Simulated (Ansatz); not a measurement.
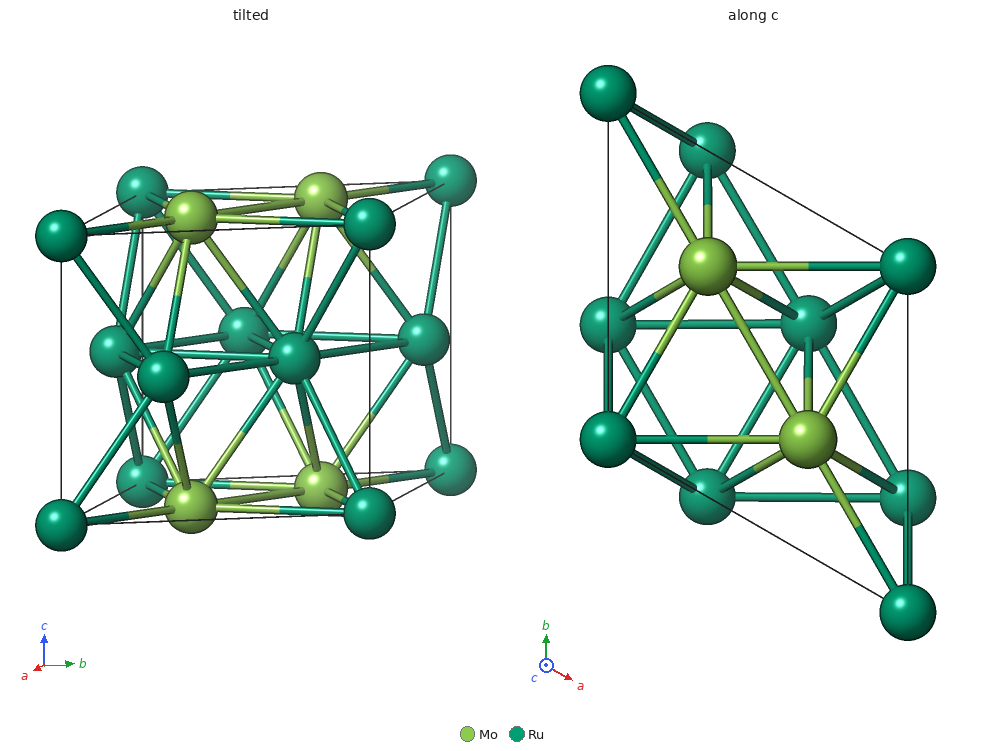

View slightly off an axis and along the c axis, drawn as a ball-and-stick model. One conventional unit cell is framed, with atoms on its boundary repeated.

MoRu$_{2}$, space group P-62m (No. 189), a = 4.781 Å, b = 4.781 Å, c = 4.374 Å, α = 90.00°, β = 90.00°, γ = 120.00°. It goes back to a structure type filled with these elements by a generator (whether the compound takes this form wasn't checked). Earlier steps of the study, as a rule a relaxation of our own, may have changed the cell and positions, so they can lie some per cent off the listed ones. It was the input of a calculation with Ansatz.

This one geometry was computed with Ansatz (DFT, plane waves, PAW) at three levels of theory: PBEsol, PBE and r2SCAN.

Which level gives the highest pressure at this volume, and what does that say about its equilibrium volume?

Answer. Highest: PBE (0.0 GPa), which points to the largest equilibrium volume. Lowest, with the smallest volume: PBEsol (-9.5 GPa). Levels within 0.5 GPa of each other can't be told apart.

How does the band gap change with the level of theory?

Answer. All levels give a metal.

Collect the results in a table.

Answer.
| level | cutoff (eV) | k-mesh of the run's cell | gap (eV) | pressure (GPa) |
| --- | --- | --- | --- | --- |
| PBEsol | 420 | 12×12×8 | metal | -9.5 |
| PBE | 420 | 12×12×8 | metal | 0.0 |
| r2SCAN | 500 | 12×12×8 | metal | -5.2 |

Gaps are taken on the k-mesh or band path of each run.
